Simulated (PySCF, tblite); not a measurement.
# C₅H₁₂Si₂: dynamics, then NMR shifts on frames

Aim: move C₅H₁₂Si₂ (`C1[SiH2]C(C2CC2)[SiH2]1`) away from its starting geometry and see how NMR shifts follow the geometry.

The runs use tblite 0.8.0 and PySCF 2.14.0, with density-fitted response routines of our own; the level of theory stands in each step. All values are computed, except where a source is named. Atoms count from 0, in the outputs and in this text.

## Step 1: The molecule as given

19 atoms, charge 0, multiplicity 1; geometry from: GFN2-xTB.

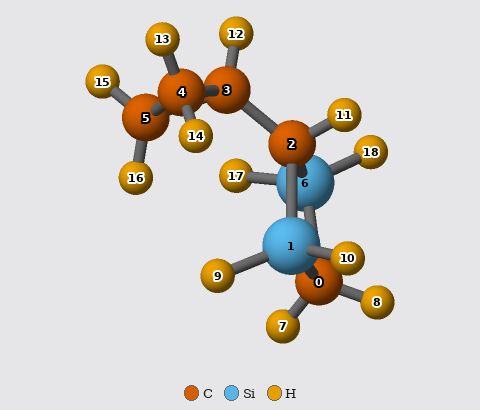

The starting geometry (carbon orange, silicon blue, hydrogen amber), atoms numbered.

## Step 2: Thermal motion with GFN2-xTB

The job: settings as JSON, then the geometry in Å.

```
{"job": {"kind": "md", "xc": "GFN2-xTB", "basis": "xTB", "temperature": 300, "steps": 2000, "every": 50, "frames": 5}, "charge": 0, "multiplicity": 1}
C     -2.398235    -0.162979    -0.651661
Si    -1.088166     1.218338    -0.421474
C     -0.201282     0.043390     0.823078
C      1.278720    -0.207288     0.729415
C      2.221342     0.848050     0.234113
C      1.951549    -0.370266    -0.597696
Si    -1.381841    -1.418282     0.379020
H     -2.593118    -0.453933    -1.679866
H     -3.362369     0.078945    -0.212539
H     -0.376399     1.537398    -1.661340
H     -1.568071     2.469963     0.172451
H     -0.407672     0.388101     1.841972
H      1.656037    -0.841019     1.527571
H      3.189390     0.946721     0.703074
H      1.797962     1.786067    -0.093021
H      2.735545    -1.106641    -0.696441
H      1.352605    -0.253383    -1.487699
H     -0.732811    -2.456109    -0.423825
H     -2.082989    -2.037823     1.507409
```

Method: GFN2-xTB Langevin dynamics, gas phase.

On the command line:

```sh
$ OMP_NUM_THREADS=1 python probes_run.py task.json out
```

The driver reads the jobs from task.json and runs them one after another.

The log of the run:

```text
t/fs     T/K      E/eV
    0.0   243.7   -550.12600
   25.0   150.2   -549.70156
   50.0   208.5   -549.56159
   75.0   217.8   -549.39350
  100.0   310.7   -549.48061
  125.0   315.5   -549.42268
  150.0   336.5   -549.50624
  175.0   330.8   -549.63441
  200.0   203.9   -549.34577
  225.0   335.4   -549.53720
  250.0   350.1   -549.64640
  275.0   235.7   -549.33563
  300.0   266.9   -549.52969
  325.0   197.9   -549.28248
  350.0   241.4   -549.35332
  375.0   345.4   -549.56549
  400.0   259.9   -549.51618
  425.0   265.4   -549.50774
  450.0   307.5   -549.45275
  475.0   278.7   -549.21179
  500.0   343.7   -549.25121
  525.0   356.4   -549.37014
  550.0   295.7   -549.30209
  575.0   295.4   -549.37057
  600.0   328.9   -549.50131
  625.0   247.6   -549.63456
  650.0   289.7   -549.55761
  675.0   294.3   -549.46825
  700.0   202.8   -549.42123
  725.0   250.4   -549.60983
  750.0   228.1   -549.53154
  775.0   189.3   -549.45390
  800.0   284.0   -549.63598
  825.0   213.6   -549.47656
  850.0   272.0   -549.42967
  875.0   251.2   -549.31712
  900.0   262.0   -549.30065
  925.0   291.9   -549.42696
  950.0   280.1   -549.30389
  975.0   337.6   -549.61916
 1000.0   303.2   -549.47338
```

Run time: 18 s. Hardware: 1 thread of Intel Xeon Platinum 8488C, shared host; peak memory 0.18 GiB.

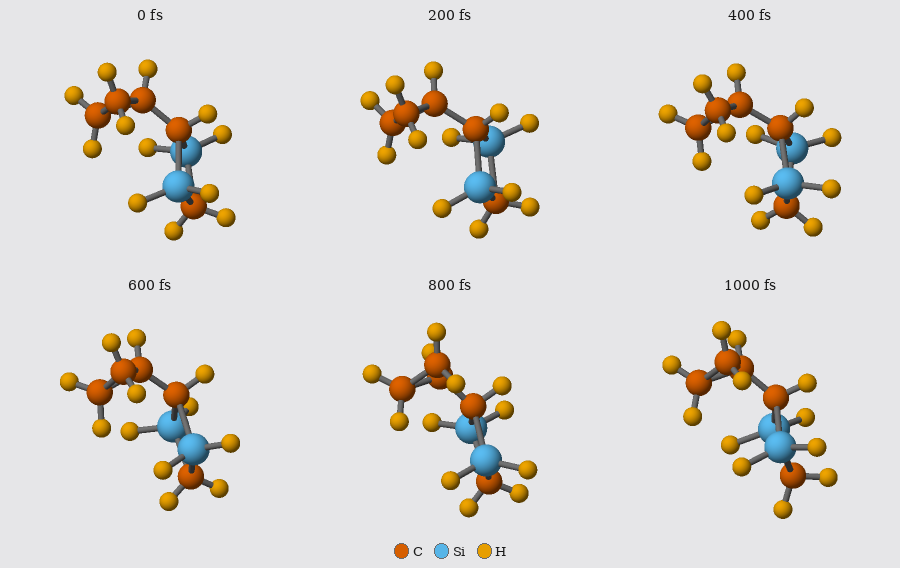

Frames of the run.

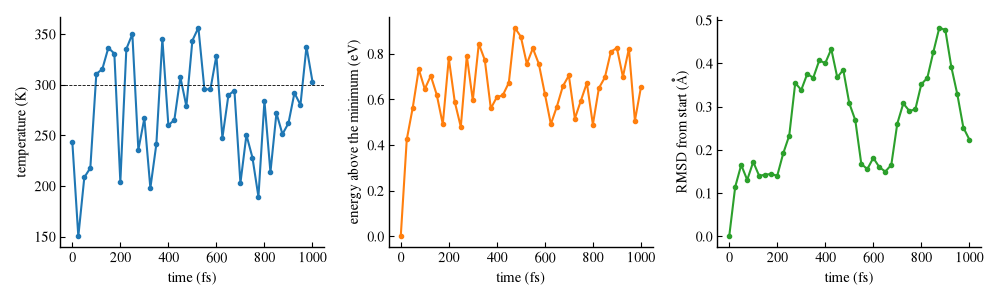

Temperature, potential energy and distance from the start.

Positions (Å) and forces (eV/Å) at 1000 fs:

```xyz
19

C    -1.944    0.318   -0.501   -2.056   -0.306    0.029
Si   -0.558    1.539   -0.023   -1.053   -0.384    0.168
C     0.157   -0.009    0.930   -0.048    1.251    0.286
C     1.613   -0.202    0.851    1.552   -0.712    0.854
C     2.510    1.020    0.801    0.589   -1.478    0.772
C     2.405    0.103   -0.367   -0.351    1.015   -1.059
Si   -0.955   -1.248    0.071   -1.049   -0.356   -1.517
H    -2.472    0.374   -1.506    0.939   -0.109    1.023
H    -2.821    0.375    0.213    0.843    0.241   -0.602
H     0.043    1.895   -1.287    0.345    0.367   -0.122
H    -1.051    2.665    0.836    0.436   -0.331   -0.351
H    -0.177    0.235    1.958    0.361   -0.640   -0.121
H     2.070   -1.101    1.382   -0.809    1.091   -0.264
H     3.400    1.048    1.410    0.192   -0.138   -0.055
H     2.047    1.948    0.740   -0.782    1.357   -0.108
H     3.267   -0.484   -0.573    0.299   -0.438   -0.292
H     1.929    0.559   -1.256    0.256   -0.636    0.533
H    -0.469   -1.821   -1.277   -0.092    0.095    1.181
H    -1.759   -2.145    0.954    0.429    0.110   -0.357
```

## Step 3: NMR shieldings: 250 fs, PBE0/pcSseg-1

The job: settings as JSON, then the geometry in Å.

```
{"job": {"kind": "nmr", "xc": "PBE0", "basis": "pcSseg-1", "pop": false}, "charge": 0, "multiplicity": 1}
C     -2.448300    -0.890000    -0.524300
Si    -1.323100     0.667000    -0.348900
C     -0.207200    -0.341400     0.796200
C      1.275900    -0.601800     0.537900
C      2.056800     0.505700    -0.056100
C      1.878700    -0.755000    -0.831600
Si    -1.428700    -1.919400     0.790600
H     -2.502000    -1.422700    -1.457400
H     -3.463100    -0.676800    -0.255600
H     -0.828200     1.231900    -1.668400
H     -1.991500     1.798100     0.299200
H     -0.136500     0.072000     1.800000
H      1.829900    -1.097100     1.292900
H      3.064100     0.614000     0.225000
H      1.513900     1.439300    -0.371100
H      2.724200    -1.416000    -1.060000
H      1.246100    -0.792300    -1.717900
H     -0.890700    -3.108400     0.104500
H     -1.957600    -2.180400     2.164100
```

Method: GIAO PBE0/pcSseg-1 NMR shielding, non-relativistic, gas phase.

The log of the run:

```text
coarse grid: 16120 points
cycle   1  E = -776.0320708444  dE =  6.894e-01  |g| = 5.172e-01  |ddm| = 3.901e+00
cycle   2  E = -775.9787153952  dE =  5.336e-02  |g| = 6.751e-01  |ddm| = 1.162e+00
cycle   3  E = -776.1039805551  dE = -1.253e-01  |g| = 5.438e-02  |ddm| = 7.552e-01
cycle   4  E = -776.1045901622  dE = -6.096e-04  |g| = 2.805e-02  |ddm| = 9.539e-02
cycle   5  E = -776.1047814996  dE = -1.913e-04  |g| = 6.658e-03  |ddm| = 3.264e-02
cycle   6  E = -776.1047915923  dE = -1.009e-05  |g| = 1.622e-03  |ddm| = 8.209e-03
cycle   7  E = -776.1047922904  dE = -6.981e-07  |g| = 3.837e-04  |ddm| = 2.171e-03
final grid: 144360 points
cycle   8  E = -776.1464968633  dE = -3.368e-05  |g| = 8.249e-03  |ddm| = 2.819e-02
cycle   9  E = -776.1464833891  dE =  1.347e-05  |g| = 1.088e-02  |ddm| = 1.883e-02
cycle  10  E = -776.1465147547  dE = -3.137e-05  |g| = 7.127e-04  |ddm| = 1.123e-02
cycle  11  E = -776.1465148589  dE = -1.042e-07  |g| = 2.883e-04  |ddm| = 9.857e-04
cycle  12  E = -776.1465148792  dE = -2.025e-08  |g| = 4.580e-05  |ddm| = 2.839e-04
cycle  13  E = -776.1465148796  dE = -4.445e-10  |g| = 1.776e-05  |ddm| = 8.399e-05
converged SCF energy = -776.1465148796

GIAO shielding tensors (ppm)
atom      isotropic    diamagn.    paramagn.     s11        s22        s33       span
  0 C      191.246     257.169     -65.923    168.915    201.757    203.066     34.151
  1 Si     388.902     879.968    -491.066    352.336    364.670    449.700     97.363
  2 C      159.502     252.607     -93.105    123.231    173.653    181.622     58.391
  3 C      177.112     245.366     -68.255    148.493    163.761    219.080     70.587
  4 C      175.566     251.736     -76.170    141.131    177.108    208.458     67.327
  5 C      179.579     253.897     -74.318    146.187    177.452    215.100     68.913
  6 Si     376.398     880.285    -503.887    340.739    356.887    431.567     90.828
  7 H       31.232      31.161       0.071     27.221     27.847     38.626     11.405
  8 H       31.567      29.564       2.003     27.329     27.826     39.546     12.217
  9 H       26.417      29.105      -2.688     22.856     25.948     30.448      7.593
 10 H       27.085      29.818      -2.732     23.666     25.097     32.493      8.826
 11 H       29.307      32.261      -2.953     24.086     30.222     33.614      9.528
 12 H       31.573      31.746      -0.173     23.752     29.186     41.781     18.029
 13 H       31.768      31.286       0.482     25.268     27.516     42.521     17.253
 14 H       30.856      30.573       0.283     24.582     30.331     37.655     13.073
 15 H       30.873      30.557       0.316     24.875     26.471     41.273     16.399
 16 H       31.025      32.941      -1.917     25.185     29.769     38.120     12.934
 17 H       26.657      29.719      -3.062     23.811     25.110     31.050      7.240
 18 H       26.328      28.840      -2.513     23.296     24.098     31.590      8.295
```

It took 30 s on 1 thread of Intel Xeon Platinum 8488C, shared host; peak memory 0.79 GiB.

The references, computed at this level on geometries of the same kind, shield at (ppm): ¹H TMS 31.72, ¹³C TMS 186.9, ²⁹Si TMS 349.2. Their shielding less the atom's gives the shift. The references are single molecules in the gas phase. Each atom is listed at this fixed geometry, with no averaging over motion; a spectrum would average atoms that exchange fast.

| atoms | environment | σ (ppm) | δ (ppm) |
| --- | --- | --- | --- |
| C2 | sp3 CH bonded to 2 Si | 159.5 | 27.4 |
| C4 | three-membered-ring carbon | 175.6 | 11.4 |
| C3 | three-membered-ring carbon | 177.1 | 9.8 |
| C5 | three-membered-ring carbon | 179.6 | 7.3 |
| C0 | sp3 CH2 bonded to 2 Si | 191.2 | -4.3 |
| H18 | hydrogen on a silicon bonded to 2 C, in a 4-membered ring | 26.33 | 5.39 |
| H9 | hydrogen on a silicon bonded to 2 C, in a 4-membered ring | 26.42 | 5.30 |
| H17 | hydrogen on a silicon bonded to 2 C, in a 4-membered ring | 26.66 | 5.06 |
| H10 | hydrogen on a silicon bonded to 2 C, in a 4-membered ring | 27.09 | 4.63 |
| H11 | hydrogen on an sp3 CH bonded to 2 Si | 29.31 | 2.41 |
| H14 | hydrogen on a three-membered-ring carbon | 30.86 | 0.86 |
| H15 | hydrogen on a three-membered-ring carbon | 30.87 | 0.84 |
| H16 | hydrogen on a three-membered-ring carbon | 31.02 | 0.69 |
| H7 | hydrogen on an sp3 CH2 bonded to 2 Si | 31.23 | 0.49 |
| H8 | hydrogen on an sp3 CH2 bonded to 2 Si | 31.57 | 0.15 |
| H12 | hydrogen on a three-membered-ring carbon | 31.57 | 0.14 |
| H13 | hydrogen on a three-membered-ring carbon | 31.77 | -0.05 |
| Si6 | silicon bonded to 2 C, 2 H, in a 4-membered ring | 376.4 | -27.2 |
| Si1 | silicon bonded to 2 C, 2 H, in a 4-membered ring | 388.9 | -39.7 |

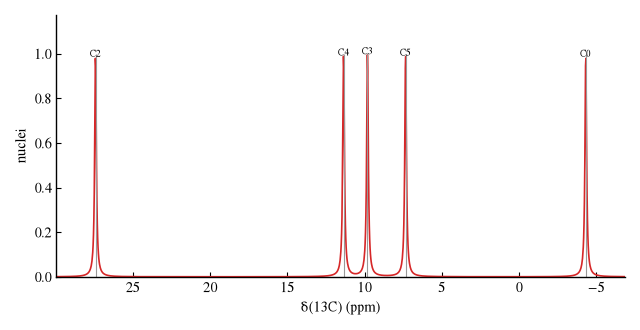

¹³C lines at the computed shifts, without couplings. Lines are broadened to a width of 0.13 ppm (Lorentzian).

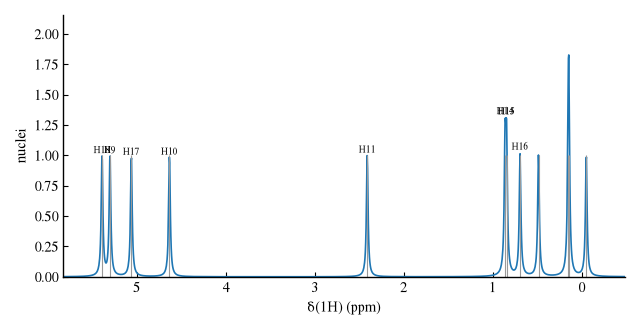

¹H lines at the computed shifts, without couplings. Lines are broadened to a width of 0.02 ppm (Lorentzian).

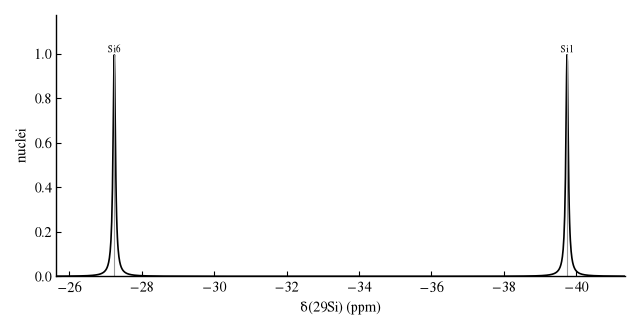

²⁹Si lines at the computed shifts, without couplings. Lines are broadened to a width of 0.08 ppm (Lorentzian).

Ring of atoms C0, Si1, C2, Si6: NICS(0) 0.4, NICS(1) -0.9, NICS(1)zz 5.3 ppm (means of both faces).

Ring of atoms C3, C4, C5: NICS(0) -44.0, NICS(1) -8.7, NICS(1)zz -23.7 ppm (means of both faces).

In rings of three or four atoms NICS is ruled by the nearby σ bonds, so it says little on aromaticity.

## Step 4: Shielding tensors: 425 fs, PBE0/pcSseg-1

The job: settings as JSON, then the geometry in Å.

```
{"job": {"kind": "nmr", "xc": "PBE0", "basis": "pcSseg-1", "pop": false}, "charge": 0, "multiplicity": 1}
C     -2.141000    -0.879300    -0.494600
Si    -1.131000     0.525100     0.144300
C     -0.022600    -0.671200     1.144800
C      1.441800    -0.751700     0.756500
C      2.121500     0.449900     0.210100
C      1.892600    -0.763500    -0.683600
Si    -1.247600    -2.077000     0.674100
H     -1.874800    -1.002900    -1.583500
H     -3.198800    -0.915700    -0.463900
H     -0.854300     1.554900    -0.822700
H     -2.003200     1.261000     1.179800
H      0.018200    -0.351900     2.170600
H      2.006600    -1.496300     1.348500
H      3.105200     0.665600     0.582200
H      1.565400     1.356300     0.132100
H      2.879700    -1.232400    -1.012500
H      1.193000    -0.630800    -1.493100
H     -0.587600    -3.330500     0.254000
H     -2.116200    -2.471500     1.771400
```

Method: GIAO PBE0/pcSseg-1 NMR shielding, non-relativistic, gas phase.

The log of the run:

```text
coarse grid: 16120 points
cycle   1  E = -776.0380866366  dE =  7.907e-01  |g| = 5.013e-01  |ddm| = 3.905e+00
cycle   2  E = -776.0027109307  dE =  3.538e-02  |g| = 6.131e-01  |ddm| = 1.078e+00
cycle   3  E = -776.1042245707  dE = -1.015e-01  |g| = 5.529e-02  |ddm| = 6.975e-01
cycle   4  E = -776.1049134994  dE = -6.889e-04  |g| = 2.551e-02  |ddm| = 9.756e-02
cycle   5  E = -776.1050678891  dE = -1.544e-04  |g| = 6.796e-03  |ddm| = 3.060e-02
cycle   6  E = -776.1050787893  dE = -1.090e-05  |g| = 1.787e-03  |ddm| = 8.914e-03
cycle   7  E = -776.1050796733  dE = -8.840e-07  |g| = 3.029e-04  |ddm| = 2.404e-03
final grid: 144360 points
cycle   8  E = -776.1461964272  dE = -3.626e-05  |g| = 8.072e-03  |ddm| = 3.047e-02
cycle   9  E = -776.1461848810  dE =  1.155e-05  |g| = 1.043e-02  |ddm| = 1.846e-02
cycle  10  E = -776.1462136706  dE = -2.879e-05  |g| = 6.877e-04  |ddm| = 1.083e-02
cycle  11  E = -776.1462137681  dE = -9.741e-08  |g| = 2.827e-04  |ddm| = 1.029e-03
cycle  12  E = -776.1462137874  dE = -1.930e-08  |g| = 5.328e-05  |ddm| = 3.007e-04
cycle  13  E = -776.1462137880  dE = -6.430e-10  |g| = 2.055e-05  |ddm| = 9.020e-05
converged SCF energy = -776.1462137880

GIAO shielding tensors (ppm)
atom      isotropic    diamagn.    paramagn.     s11        s22        s33       span
  0 C      195.925     260.299     -64.375    181.934    195.654    210.186     28.252
  1 Si     396.663     880.611    -483.948    355.674    372.177    462.138    106.465
  2 C      158.782     256.437     -97.654    124.327    174.977    177.043     52.717
  3 C      172.017     247.786     -75.769    141.293    162.829    211.930     70.637
  4 C      174.589     252.440     -77.851    139.161    171.053    213.553     74.392
  5 C      180.393     252.419     -72.025    145.530    176.510    219.140     73.610
  6 Si     386.310     880.111    -493.801    347.831    367.678    443.421     95.589
  7 H       30.572      30.893      -0.321     26.279     28.526     36.912     10.633
  8 H       32.085      30.578       1.507     26.938     27.712     41.603     14.665
  9 H       27.160      29.991      -2.831     23.059     26.120     32.301      9.243
 10 H       26.463      29.225      -2.762     23.182     24.584     31.622      8.440
 11 H       29.373      32.585      -3.212     23.833     29.847     34.440     10.608
 12 H       29.929      30.068      -0.139     22.448     27.669     39.671     17.223
 13 H       31.216      30.489       0.727     24.986     26.781     41.882     16.896
 14 H       32.299      32.715      -0.415     25.551     31.983     39.364     13.813
 15 H       29.727      28.471       1.256     23.419     25.495     40.268     16.849
 16 H       31.507      32.351      -0.844     25.720     30.039     38.761     13.042
 17 H       26.673      28.649      -1.976     23.323     24.889     31.807      8.484
 18 H       26.996      29.385      -2.389     23.957     24.700     32.332      8.375
```

Wall time 29 s (1 thread of Intel Xeon Platinum 8488C, shared host); peak memory 0.91 GiB.

In short: δ C2 28.1, C3 14.9, C4 12.3, C5 6.5, H10 5.25, H17 5.04 ppm.

## Step 5: Nuclear shieldings: 625 fs, PBE0/pcSseg-1

The job: settings as JSON, then the geometry in Å.

```
{"job": {"kind": "nmr", "xc": "PBE0", "basis": "pcSseg-1", "pop": false}, "charge": 0, "multiplicity": 1}
C     -2.042400    -0.311200    -0.350500
Si    -0.860100     1.037000     0.432000
C      0.176400    -0.296400     1.232200
C      1.673100    -0.350500     1.026500
C      2.410000     0.923600     0.789400
C      2.267800    -0.060000    -0.334800
Si    -0.824600    -1.663900     0.328400
H     -2.231500    -0.317400    -1.434000
H     -2.996700    -0.284600     0.163900
H     -0.276800     1.803900    -0.683100
H     -1.529800     1.843000     1.411300
H     -0.043400    -0.233800     2.316900
H      2.128500    -1.175100     1.632900
H      3.432000     0.980700     1.217200
H      1.822500     1.785400     0.706800
H      3.146300    -0.638000    -0.582500
H      1.619000     0.125800    -1.178900
H     -0.231600    -2.629700    -0.625000
H     -1.799200    -2.280600     1.344400
```

Level: GIAO PBE0/pcSseg-1 NMR shielding, non-relativistic, gas phase.

The log of the run:

```text
coarse grid: 16120 points
cycle   1  E = -776.0342555230  dE =  7.349e-01  |g| = 5.166e-01  |ddm| = 3.902e+00
cycle   2  E = -775.9877735752  dE =  4.648e-02  |g| = 6.552e-01  |ddm| = 1.217e+00
cycle   3  E = -776.1060816652  dE = -1.183e-01  |g| = 4.847e-02  |ddm| = 7.861e-01
cycle   4  E = -776.1065701626  dE = -4.885e-04  |g| = 2.501e-02  |ddm| = 8.818e-02
cycle   5  E = -776.1067235819  dE = -1.534e-04  |g| = 5.564e-03  |ddm| = 2.921e-02
cycle   6  E = -776.1067302377  dE = -6.656e-06  |g| = 1.494e-03  |ddm| = 6.588e-03
final grid: 144360 points
cycle   7  E = -776.1484160988  dE = -4.097e-05  |g| = 8.060e-03  |ddm| = 3.345e-02
cycle   8  E = -776.1484055080  dE =  1.059e-05  |g| = 1.024e-02  |ddm| = 1.863e-02
cycle   9  E = -776.1484331526  dE = -2.764e-05  |g| = 5.633e-04  |ddm| = 1.057e-02
cycle  10  E = -776.1484332094  dE = -5.679e-08  |g| = 2.507e-04  |ddm| = 7.856e-04
cycle  11  E = -776.1484332249  dE = -1.552e-08  |g| = 4.939e-05  |ddm| = 2.742e-04
cycle  12  E = -776.1484332255  dE = -5.448e-10  |g| = 1.090e-05  |ddm| = 8.068e-05
converged SCF energy = -776.1484332255

GIAO shielding tensors (ppm)
atom      isotropic    diamagn.    paramagn.     s11        s22        s33       span
  0 C      195.026     258.901     -63.875    187.236    197.448    200.395     13.159
  1 Si     390.660     881.773    -491.113    339.408    394.576    437.995     98.587
  2 C      166.634     258.543     -91.909    144.894    166.661    188.348     43.454
  3 C      173.028     247.490     -74.462    138.942    163.950    216.194     77.252
  4 C      176.037     254.915     -78.878    150.147    170.454    207.508     57.361
  5 C      182.158     250.642     -68.484    154.342    174.939    217.194     62.851
  6 Si     385.657     879.982    -494.325    331.742    384.039    441.190    109.448
  7 H       31.254      31.444      -0.190     26.695     28.095     38.973     12.278
  8 H       31.149      31.360      -0.211     26.968     28.030     38.450     11.482
  9 H       26.698      30.247      -3.549     22.651     27.075     30.368      7.716
 10 H       27.315      31.023      -3.708     23.209     25.285     33.452     10.242
 11 H       29.270      31.998      -2.728     24.511     28.899     34.401      9.890
 12 H       29.850      30.185      -0.335     22.235     27.892     39.424     17.189
 13 H       30.295      28.823       1.471     24.188     25.754     40.942     16.754
 14 H       32.515      32.593      -0.079     26.054     31.859     39.632     13.578
 15 H       31.429      30.152       1.277     25.275     26.854     42.158     16.883
 16 H       31.406      31.890      -0.484     25.734     30.014     38.469     12.735
 17 H       26.439      28.920      -2.481     22.877     24.959     31.482      8.605
 18 H       25.404      28.782      -3.378     21.797     23.926     30.490      8.693
```

It took 28 s on 1 thread of Intel Xeon Platinum 8488C, shared host; peak memory 0.91 GiB.

This run: δ C2 20.3, C3 13.9, C4 10.9, C5 4.8, H18 6.31, H17 5.28 ppm.

[end of part 1 of 2]
